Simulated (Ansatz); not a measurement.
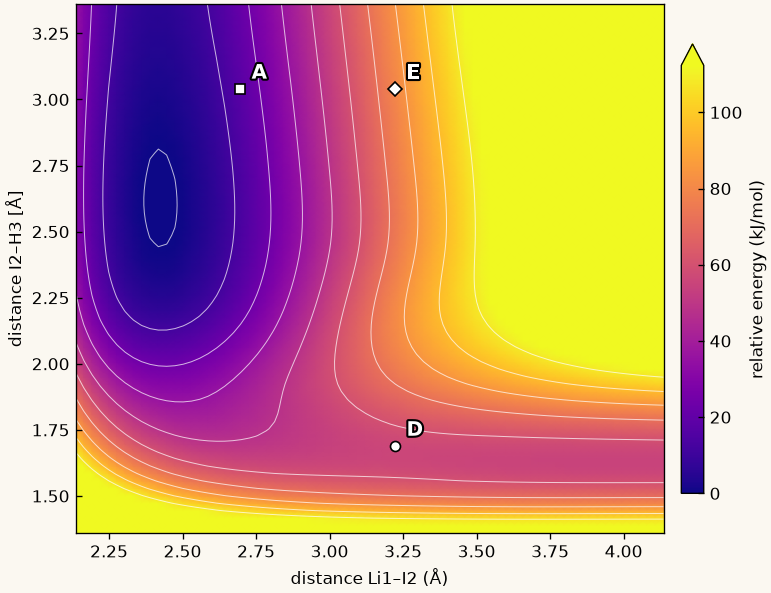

The system Li + IH, spin multiplicity 2. 
- First axis: distance Li1–I2. Second axis: distance I2–H3.
- Nothing is relaxed (the angle Li1–I2–H3 is fixed at 90 degrees).
- The scan uses a 9 × 9 grid.
- Points are written as (first, second).
- Energies: kJ/mol, counted from the lowest grid point.
- These are results of UKS r2SCAN-D4/def2-SVPD in Ansatz, not measurements.

The picture shows a smooth colour map with a few white contour lines, one colour for all values above the top of the scale, lettered points. Between grid points the surface is interpolated.

> What kind of point is each of A, D, E: minimum, saddle, maximum or slope?

A: on a slope; D: saddle point; E: on a slope. (In these two coordinates alone; a stationary point may lie a little off the grid point.)

> Rank the lettered points by energy, lowest first.

A (17 kJ/mol), D (56 kJ/mol), E (79 kJ/mol).
